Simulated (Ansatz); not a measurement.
**C2H11SbSi2 (SMILES C[CH]([SbH2])[SiH2][SiH3]): density, localisation and related maps**

Input file:

```
crystal:
  periodic: [false, false, false]
  atoms:
    - { symbol: C, position_ang: [-0.7935, -1.446, -0.548] }
    - { symbol: C, position_ang: [0.4452, -0.6522, -0.2584] }
    - { symbol: Sb, position_ang: [-0.08255, 1.43749, -0.23561] }
    - { symbol: Si, position_ang: [1.29299, -1.02124, 1.37545] }
    - { symbol: Si, position_ang: [2.00152, -3.16983, 1.33385] }
    - { symbol: H, position_ang: [-1.2662, -1.0554, -1.5334] }
    - { symbol: H, position_ang: [-1.5617, -1.2244, 0.2474] }
    - { symbol: H, position_ang: [-0.5966, -2.4735, -0.6187] }
    - { symbol: H, position_ang: [1.21832, -0.85795, -1.07808] }
    - { symbol: H, position_ang: [1.65661, 1.89855, -0.40444] }
    - { symbol: H, position_ang: [-0.27416, 1.43362, -2.00262] }
    - { symbol: H, position_ang: [2.40605, -0.16672, 1.61618] }
    - { symbol: H, position_ang: [0.24619, -0.97176, 2.5065] }
    - { symbol: H, position_ang: [2.97866, -3.35601, 0.23463] }
    - { symbol: H, position_ang: [2.67775, -3.49054, 2.59188] }
    - { symbol: H, position_ang: [0.9251, -4.11546, 1.1514] }
basis:
  gaussian: { orbitals: def2-SVP }
hamiltonian:
  xc: hf
relax:
  f_tol: 0.015
  max_steps: 40
output:
  orbitals: {}
```

Launched as:

```sh
ansatz run input.yaml --threads 2 --pin off --max-ram 3072MiB --backend cpu --events-out ev --progress --plain --runs-dir out
```

The fields are those of the run's last geometry, not of the input's.

Core potentials replace the inner electrons of Sb.

Level of theory: RHF/def2-SVP (Ansatz 0.2.0).

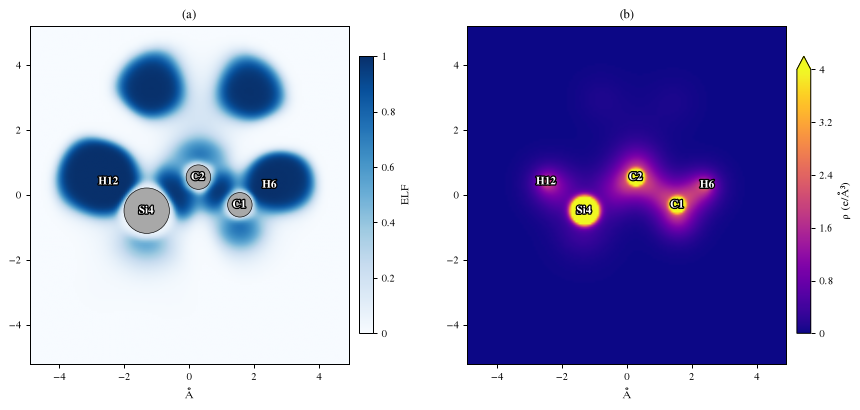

Figure 1. (a) electron localisation function; (b) electron density on the plane of atoms C2, Si4 and H12. Grey discs cover the atomic cores in the ELF map.

> What do the fields say about this system?

The section cuts through C, Si and H sites.
C–C (1.54 Å): ρ at the midpoint is about 1.6 e/Å³; the ELF peaks at about 0.95 between the atoms, as expected for localised, covalent bonding.
C–Si (1.90 Å): ρ is about 0.96 e/Å³ halfway; the ELF peaks at about 1 between the atoms (localised, covalent bonding).
C–H (1.09 Å): the density is about 1.9 e/Å³ at the midpoint; the ELF climbs to about 1 towards the hydrogen, as it does in any bond to H; an ordinary covalent bond to hydrogen.
Si–H (1.49 Å): ρ is about 0.76 e/Å³ halfway; the ELF climbs to about 1 towards the hydrogen.

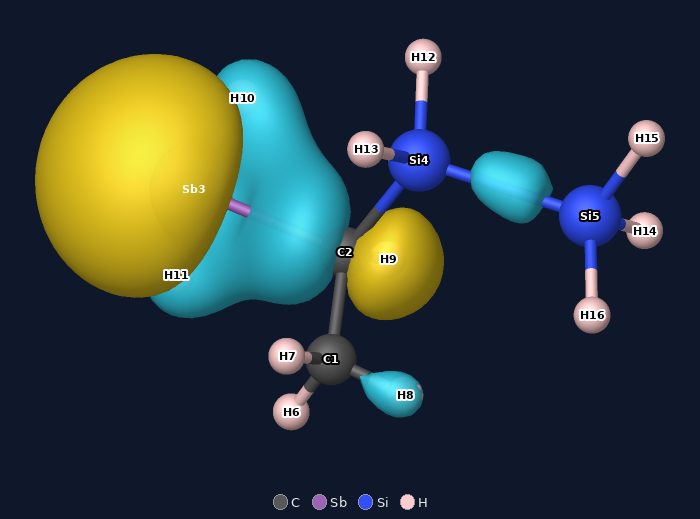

Figure 2. The HOMO at ±0.1 Å⁻³ᐟ² (yellow and cyan are the two phases), seen at a tilt.

> Describe this orbital and give its energy.

It lies mainly on Sb3 (about 70 %) and C2 (about 15 %). Its energy is −9.12 eV.

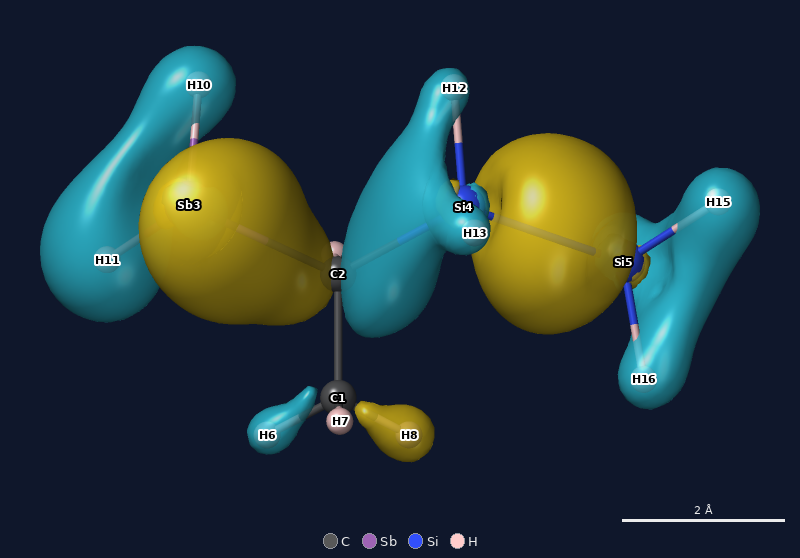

Figure 3. The HOMO−1 at ±0.1 Å⁻³ᐟ² (yellow and cyan are the two phases), seen across its widest extent.

> Describe this orbital and give its energy.

By Hirshfeld shares it lies mainly on Si5 (about 20 %), Sb3 (about 20 %), Si4 (about 20 %), C2 (about 10 %) and H11 (about 5 %). Its energy is −10.31 eV.
